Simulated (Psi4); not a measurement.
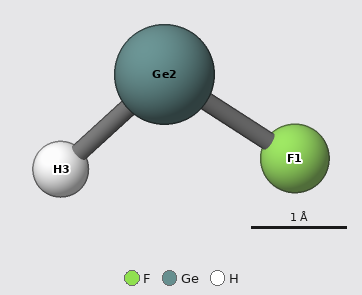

The structure (ball-and-stick view, seen at a tilt; atoms are numbered from 1 in the order of the input). Sticks mark near contacts. Bond lengths as drawn: F–Ge 1.76 Å and Ge–H 1.61 Å.

# Field calculation, with input and output: GeHF

GeHF, SMILES [F][GeH], computed with VSXC/DZVP, RKS, in an applied electric field (Psi4 1.11).

The geometry comes from this level: PBE0-D4/def2-TZVP.

Input file (run.py):
```python
import psi4

psi4.set_memory(1600000000)
psi4.set_num_threads(1)
psi4.core.set_output_file('psi4.out', False)

with open('fgeh.xyz') as f:
    atoms = ''.join(f.readlines()[2:])
mol = psi4.geometry('0 1\n' + atoms + 'symmetry c1\nno_reorient\nno_com')

psi4.set_options({
    'basis': 'DZVP',
    'scf_type': 'direct',
    'perturb_h': True,
    'perturb_with': 'dipole',
    'perturb_dipole': [0.0, 0.0, -0.005],
})

e_tot, wfn = psi4.energy('VSXC', return_wfn=True)
print(f'total energy {e_tot:.8f} hartree = {e_tot * 27.211386:.5f} eV')
```

File fgeh.xyz:
```
3
FGeH
F      0.672100     1.012600     0.469700
Ge    -0.657900     0.195200    -0.335600
H     -0.025200    -1.272700    -0.147400
```

Run on 1 thread of Intel Xeon (Sapphire Rapids), 64 GiB of memory available, shared host.

Run as:
```bash
python run.py
```

What the program printed:
```
=> Loading Basis Set <=

    Name: DZVP
    Role: ORBITAL
    Keyword: BASIS

         ---------------------------------------------------------
                                   SCF
                              RKS Reference
                        1 Threads,   1525 MiB Core
         ---------------------------------------------------------

  ==> Geometry <==

    Molecular point group: c1
    Full point group: C1

    Geometry (in Angstrom), charge = 0, multiplicity = 1:

       Center              X                  Y                   Z               Mass
    ------------   -----------------  -----------------  -----------------  -----------------
         F            0.672100000000     1.012600000000     0.469700000000    18.998403162730
         GE          -0.657900000000     0.195200000000    -0.335600000000    73.921177761000
         H           -0.025200000000    -1.272700000000    -0.147400000000     1.007825032230

  Running in c1 symmetry.

  Rotational constants: A =      0.72551  B =      0.31328  C =      0.21880 [cm^-1]
  Rotational constants: A =  21750.25552  B =   9391.81446  C =   6559.43441 [MHz]
  Nuclear repulsion =   99.275561623367139

  Charge       = 0
  Multiplicity = 1
  Electrons    = 42
  Nalpha       = 21
  Nbeta        = 21

  ==> Algorithm <==

  SCF Algorithm Type is DIRECT.
  DIIS enabled.
  MOM disabled.
  Fractional occupation disabled.
  Guess Type is SAD.
  Energy threshold   = 1.00e-06
  Density threshold  = 1.00e-06
  Integral threshold = 1.00e-12

  ==> Primary Basis <==

  Basis Set: DZVP
    Blend: DZVP
    Number of shells: 19
    Number of basis functions: 43
    Number of Cartesian functions: 46
    Spherical Harmonics?: true
    Max angular momentum: 2

  ==> DFT Potential <==

   => LibXC <=

    Version 7.1.2

   => Composite Functional: VSXC <=

    VSXC Meta-GGA XC Functional

    Deriv               =              1
    GGA                 =           TRUE
    Meta                =           TRUE

    Exchange Hybrid     =          FALSE
    MP2 Hybrid          =          FALSE

   => Exchange Functionals <=

    1.0000   XC_MGGA_X_GVT4

   => Correlation Functionals <=

    1.0000   XC_MGGA_C_VSXC

   => LibXC Density Thresholds  <==

    XC_MGGA_C_VSXC:  1.00E-15
    XC_MGGA_X_GVT4:  1.00E-15

   => Molecular Quadrature <=

    Radial Scheme          =       TREUTLER
    Pruning Scheme         =           NONE
    Nuclear Scheme         =       TREUTLER

    Blocking Scheme        =         OCTREE
    BS radius alpha        =              1
    Pruning alpha          =              1
    Radial Points          =             75
    Spherical Points       =            302
    Total Points           =          65721
    Total Blocks           =            553
    Max Points             =            255
    Max Functions          =             43
    Weights Tolerance      =       1.00E-15

   => Loading Basis Set <=

    Name: (DZVP AUX)
    Role: JKFIT
    Keyword: DF_BASIS_SCF

  Starting with a DF guess...

  ==> Integral Setup <==

  DFHelper Memory: AOs need 0.006 GiB; user supplied 0.944 GiB.
  SCF_SUBTYPE=INCORE selected. In-core MEM_DF algorithm will be used.
  Using in-core AOs.

  ==> MemDFJK: Density-Fitted J/K Matrices <==

    J tasked:                   Yes
    K tasked:                    No
    wK tasked:                   No
    Memory [MiB]:               966
    Algorithm:                 Core
    Schwarz Cutoff:           1E-12
    Mask sparsity (%):       0.5408
    Fitting Condition:        1E-10

   => Auxiliary Basis Set <=

  Basis Set: (DZVP AUX)
    Blend: DGAUSS-DZVP-MIX
    Number of shells: 91
    Number of basis functions: 361
    Number of Cartesian functions: 484
    Spherical Harmonics?: true
    Max angular momentum: 5

  Cached 100.0% of DFT collocation blocks in 0.173 [GiB].

  Perturbing V by -0.005000 mu(z).
  Minimum eigenvalue in the overlap matrix is 4.7083452038E-02.
  Reciprocal condition number of the overlap matrix is 1.4637018003E-02.
    Using symmetric orthogonalization.

  ==> Pre-Iterations <==

  SCF Guess: Superposition of Atomic Densities via on-the-fly atomic UHF (no occupation information).

   -------------------------
    Irrep   Nso     Nmo
   -------------------------
     A         43      43
   -------------------------
    Total      43      43
   -------------------------

  ==> Iterations <==

                           Total Energy        Delta E     RMS |[F,P]|

   @DF-RKS iter SAD: -2174.16539492092579   -2.17417e+03   0.00000e+00
   @DF-RKS iter   1: -2177.52398280516763   -3.35859e+00   1.98879e-02 ADIIS/DIIS
   @DF-RKS iter   2: -2177.73400124858290   -2.10018e-01   1.57673e-02 ADIIS/DIIS
   @DF-RKS iter   3: -2177.93401177006581   -2.00011e-01   2.01369e-03 ADIIS/DIIS
   @DF-RKS iter   4: -2177.93448212951716   -4.70359e-04   2.35056e-03 ADIIS/DIIS
   @DF-RKS iter   5: -2177.93862125301257   -4.13912e-03   4.44261e-04 ADIIS/DIIS
   @DF-RKS iter   6: -2177.93889068977569   -2.69437e-04   3.03187e-05 DIIS
   @DF-RKS iter   7: -2177.93889187663217   -1.18686e-06   6.76128e-06 DIIS
   @DF-RKS iter   8: -2177.93889192035476   -4.37226e-08   2.51943e-06 DIIS
   @DF-RKS iter   9: -2177.93889193532686   -1.49721e-08   2.16554e-07 DIIS

  DF guess converged.

  ==> DirectJK: Integral-Direct J/K Matrices <==

    J tasked:                  Yes
    K tasked:                   No
    wK tasked:                  No
    Integrals threads:           1
    Screening Type:           CSAM
    Screening Cutoff:        1E-12
    Incremental Fock:           No

   @RKS iter  10: -2177.93879913011097   -2.17794e+03   2.73999e-06 DIIS
   @RKS iter  11: -2177.93879914265699   -1.25460e-08   7.74785e-07 DIIS
  Energy and wave function converged.

  ==> Post-Iterations <==

   Electrons on quadrature grid:
      Ntotal   =   42.0000111111 ; deviation = 1.111e-05

    Orbital Energies [Eh]
    ---------------------

    Doubly Occupied:

       1A   -397.765619     2A    -49.568125     3A    -44.212245
       4A    -44.209808     5A    -44.208141     6A    -24.340024
       7A     -6.185287     8A     -4.393975     9A     -4.387176
      10A     -4.379622    11A     -1.232396    12A     -1.227731
      13A     -1.221716    14A     -1.219653    15A     -1.216420
      16A     -1.070238    17A     -0.490510    18A     -0.369877
      19A     -0.360352    20A     -0.345625    21A     -0.230934

    Virtual:

      22A     -0.138281    23A     -0.030059    24A      0.052051
      25A      0.129315    26A      0.147046    27A      0.191634
      28A      0.234235    29A      0.293219    30A      0.349209
      31A      0.355545    32A      0.414769    33A      0.513843
      34A      0.786871    35A      0.807261    36A      0.822319
      37A      0.907186    38A      1.865332    39A      2.228468
      40A      2.231800    41A      2.285479    42A      2.295236
      43A      2.483009

    Final Occupation by Irrep:
              A
    DOCC [    21 ]
    NA   [    21 ]
    NB   [    21 ]

  @RKS Final Energy: -2177.93879914265699

   => Energetics <=

    Nuclear Repulsion Energy =             99.2755616233671390
    One-Electron Energy =               -3229.9726557572112142
    Two-Electron Energy =                1043.3626217208607159
    DFT Exchange-Correlation Energy =     -90.6043267296737298
    Empirical Dispersion Energy =           0.0000000000000000
    VV10 Nonlocal Energy =                  0.0000000000000000
    Total Energy =                      -2177.9387991426569897

Computation Completed

Properties will be evaluated at   0.000000,   0.000000,   0.000000 [a0]

Properties computed using the SCF density matrix

 Multipole Moments:

 ------------------------------------------------------------------------------------
     Multipole            Electronic (a.u.)      Nuclear  (a.u.)        Total (a.u.)
 ------------------------------------------------------------------------------------

 L = 1.  Multiply by 2.5417464519 to convert [e a0] to [Debye]
 Dipole X            :         27.8072867          -28.4008829           -0.5935962
 Dipole Y            :        -26.9918743           26.6207609           -0.3711134
 Dipole Z            :         12.3336393          -12.5842532           -0.2506139
 Magnitude           :                                                    0.7435650

 ------------------------------------------------------------------------------------

	total time  =          3 seconds =       0.05 minutes
```

Standard output:
```
total energy -2177.93879914 hartree = -59264.73335 eV
```

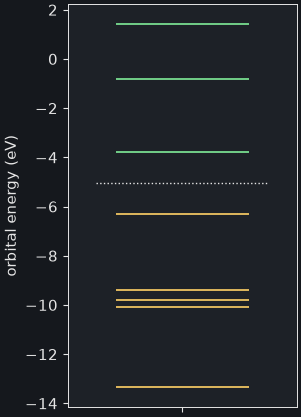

Orbital energies near the frontier; the dotted line parts filled from empty levels, and levels within 0.02 eV of each other stand side by side. Highest filled −6.28 eV, lowest empty −3.76 eV, 2.52 eV apart.

Summary:

| quantity | value |
| --- | --- |
| outcome | converged |
| total energy | −2177.938799 hartree |
| basis functions | 43 |
| HOMO | −6.28 eV |
| LUMO | −3.76 eV |
| dipole moment | 1.89 D |
| wall time | 4.2 s |
| peak memory | 0.4 GiB |
